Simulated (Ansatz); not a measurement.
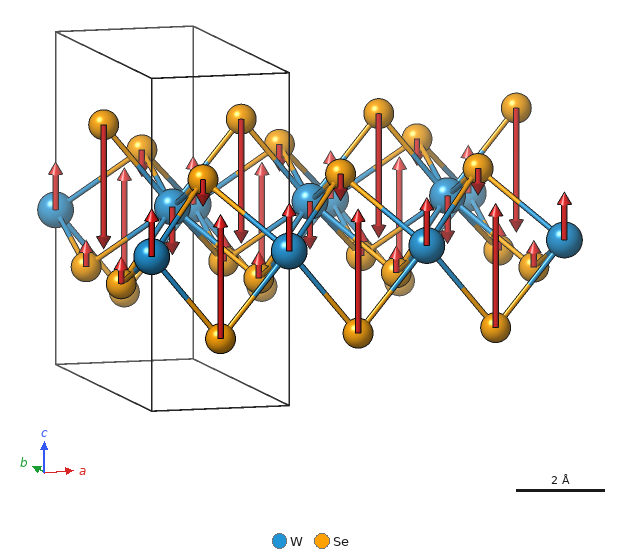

This is a relaxation of a crystal of WSe₃ (a generated structure, set up in Pmmn) (coarse preliminary run). The starting structure is drawn; red arrows show the displacements (the part carried along by the change of the cell is left out), magnified 20 times.

A ball-and-stick model of the cell of the calculation, repeated 3 × 1 × 1 with one cell outlined, seen slightly off an axis.

All numbers below come from DFT PBE, scalar-relativistic, plane waves, PAW in Ansatz. Set-up: plane-wave cutoff 420 eV; k-point mesh 6 × 2 × 2; occupations gaussian; smearing width 0.1 eV; no spin polarisation; cell and atoms relaxed; force threshold 0.04 eV/Å; at most 70 steps.

### What did the optimiser do to the structure, and how much energy did it gain?

The energy falls by 4.9 meV per atom in 5 accepted moves (7 points after the start). Largest force component: 0.082 eV/Å at the start, 0.012 eV/Å at the end. The pressure goes from 0.18 to 0.06 GPa. The line search rejected the trial step at point 1 of the run. The SCF was repeated once at an unchanged geometry on a basis and grid sized afresh for the cell, which shifted the energy by 0.1 meV per atom at most. The largest moves relative to the cell, 0.14 Å, are those of Se atoms. By element the largest moves are Se 0.14 Å, W 0.06 Å. Cell: a 3.263 → 3.343 Å (+2.5 %), b 7.914 → 7.857 Å (−0.7 %), c 7.660 → 7.888 Å (+3.0 %). Volume +4.7 %. Some distances before and after: Se–W 2.651 → 2.646 Å. Among the angles between lasting bonds that change: W–Se–W 76.0° → 78.3°, W–Se–W 79.7° → 82.0°. The space group stays Pmmn (No. 59).

Limits of the set-up: the k-point mesh is coarse for a cell with partly filled bands.
